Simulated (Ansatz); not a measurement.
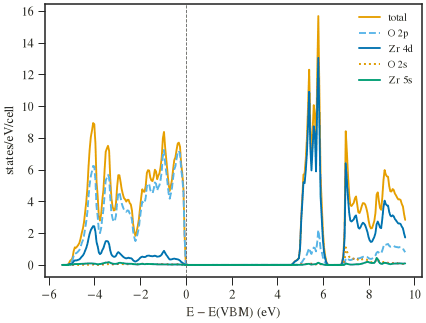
Fig. 1. Total and projected density of states of ZrO$_{2}$ in space group P4_2/nmc (No. 137; Zr on 2a, O on 4d), the program Ansatz at the r²SCAN level (PAW)

Which orbitals carry the states next to the gap?

Top 1 eV of the valence band: O 2p 91 %, Zr 4d 6 %. Bottom 1 eV of the conduction band: Zr 4d 89 %, O 2p 9 %. Projections are on Löwdin-orthogonalised atomic valence shells; empty p or d shells of many metals are not among them.

Where is the tallest occupied peak in this window, and what makes it?

Near -4.1 eV, about 8.9 states/eV per cell; the largest projected share is O 2p.

This is a known high-temperature phase of the composition, computed here at zero pressure and temperature. The r²SCAN relaxation kept the symmetry of its start; its stability against distortions is not shown here. The run is not spin-polarised. Scalar-relativistic: spin–orbit coupling is off unless named, which matters more the heavier the elements.

Potentials: the later of the program's two PAW sets.
